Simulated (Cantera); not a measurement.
Charge: 1 mol SiF4, 27 mol NO, equilibrated at 92.0 Pa.

Method: chemical equilibrium by Gibbs-energy minimisation in Cantera with the NASA 1993 tables (ideal gas, pure condensed phases). Candidate condensed phases: Si, SiO2, Si2N2O, Si3N4; 28 gas species. The tables' values for SiF3, SiO2 are old estimates; treat these amounts as uncertain. The tables hold silica as quartz up to 1696 K and as liquid above; real silica turns to tridymite and cristobalite and melts near 1996 K. Equilibrium is a limit: real reactors are often held back by kinetics, nucleation or transport.

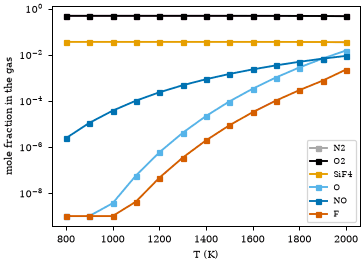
*Equilibrium gas composition (values under 1e-9 drawn at 1e-9)*

From 800 K to 1500 K nothing is condensed. At 1600 K the condensed part is SiO2(β-quartz). From 1700 K to 1800 K the condensed part is SiO2(condensed). From 1900 K to 2000 K nothing is condensed. The main Si-bearing gas is SiF4 throughout.
